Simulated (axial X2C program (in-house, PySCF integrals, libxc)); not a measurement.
# Relativistic diatomic calculation for SnMo

System: SnMo, single determinant with Ω = 2 (not the lowest found). The distance is the PBE0 minimum at charge 0.
Method: expectation values, HF and Kohn-Sham, two-component X2C with atomic mean-field Coulomb and Gaunt terms, Sn dyall-cv3z, Mo dyall-cv3z (cores contracted) (axial X2C program (in-house, PySCF integrals, libxc)).

**Input**
```
{"zs": [50, 42], "q": 0, "bas": ["dyall-cv3z", "dyall-cv3z"], "r0": 2.78, "levels": ["PBE0", "HF", "PBE", "B3LYP", "TPSSh"], "nst": 3}
```

The line is the task of a batch: nuclear charges, charge, bases, the levels to run, a first guess of the distance and further settings. This report covers the levels named above. The log is that of the reference distance.

The run was one of a batch that the task file lists, launched with:
```bash
python <driver script> task.json out
```

**The program's output**
```
two-component X2C + atomic mean field  PBE0
basis functions 283  fitting functions 1332  grid points 5802
iter        total energy     max residual
   1     -10216.528427518     7.43e+00
   2     -10220.123454950     2.88e-02
   3     -10220.110061833     4.01e-02
   4     -10220.147886011     1.97e-03
   5     -10220.148040883     1.53e-03
   6     -10220.148083208     7.85e-04
   7     -10220.148097038     2.57e-04
   8     -10220.148099949     3.29e-05
   9     -10220.148100159     1.80e-05
  10     -10220.148100201     7.27e-06
  11     -10220.148100208     2.24e-06
  12     -10220.148100209     1.31e-06
converged
one-electron -14878.94610465  Coulomb 4548.23233330  exact exchange -71.61160731  xc functional -219.16614456  nuclear repulsion 406.76139932  atomic mean-field constant -5.41797630
```

**Expectation values by level of theory**

```tsv
quantity	PBE0	HF	PBE	B3LYP	TPSSh
effective field for an electron dipole moment (GV/cm)	−0.734	−4.76	−0.110	−0.658	−0.238
field gradient at the first nucleus (a.u.)	−5.83	−7.05	−5.13	−5.32	−5.43
field gradient at the second nucleus (a.u.)	−0.0486	−0.428	0.0173	0.0520	0.0248
A∥/gI, first nucleus (MHz)	−557	−607	−532	−534	−542
A∥/gI, second nucleus (MHz)	328	169	383	285	297
```

Each column comes from one determinant with 2 or more unpaired spinors, which can mix states, in a basis with contracted cores. The levels disagree widely: the effective field runs from −4.76 to −0.110 GV/cm, A∥/gI at the second nucleus runs from 169 to 383 MHz and the field gradient at the second nucleus runs from −0.428 to 0.0520 a.u. They may not all have settled in the same state, and these values aren't reliable properties of the molecule.

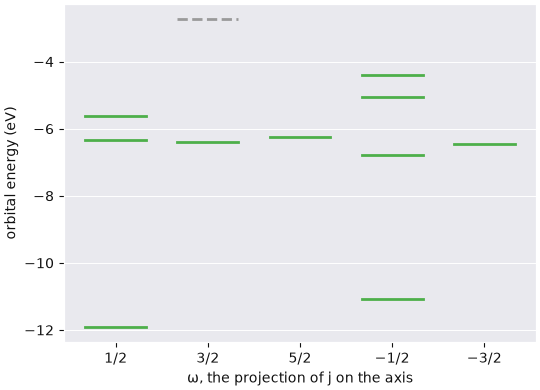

Fig. 1: Orbital energies (PBE0) near the frontier at 2.73 Å, filled (solid) and empty (dashed). The highest filled spinor (−1/2; 64 % Sn p, 15 % Mo d) lies at −4.40 eV, the lowest empty one (3/2; 62 % Sn p, 21 % Mo p) at −2.73 eV.

**Summary**

```
   quantity                                                                  value
    outcome                        converged; the levels of theory disagree widely
   hardware  1 thread of Arm Neoverse V2, 112 GiB of memory available, shared host
  wall time                                                                   11 s
peak memory                                                               0.67 GiB
```
